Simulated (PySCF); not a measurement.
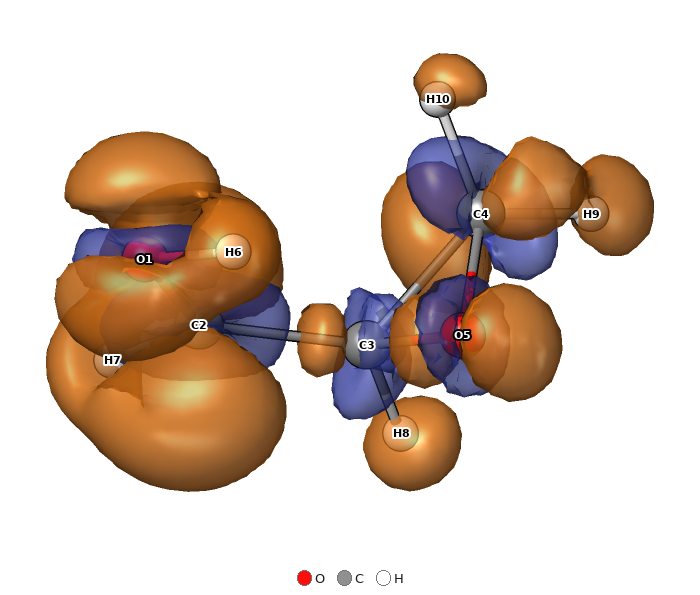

Figure 1: C$_{3}$H$_{5}$O$_{2}$, doublet, SMILES `O[CH]C1CO1`. Fukui function f⁻ = ρ(N) − ρ(N−1) at fixed geometry, surfaces at ±0.03 e/Å³ (orange positive, blue negative).

Method: B3LYP/aug-cc-pVDZ; geometry: GFN2-xTB; program: PySCF. No frequency check shows the geometry to be a minimum. GFN2-xTB doesn't know the spin state, so this open-shell geometry is rough.

Coordinates in Å:

```
O1      -1.6806    0.5649   -0.0924
C2      -1.0404   -0.6336   -0.0722
C3       0.3887   -0.6916    0.1488
C4       1.3443    0.1612   -0.6175
O5       0.9862    0.4645    0.7013
H6      -1.0491    1.2329    0.2207
H7      -1.6537   -1.4979   -0.2198
H8       0.7761   -1.6404    0.5106
H9       2.3624   -0.1799   -0.7603
H10      0.9629    0.8341   -1.3771
```

**Which atoms respond most to the removal of an electron?**

f⁻ (Hirshfeld-condensed) is largest on C2 (0.28) and O1 (0.17); the vertical ionisation energy is 7.19 eV (to the singlet cation, which needn't be its lowest state). Condensed values hint at sites of electrophilic attack but needn't mark the atom that reacts. Orbital relaxation makes it negative in places (0.22 e in all).
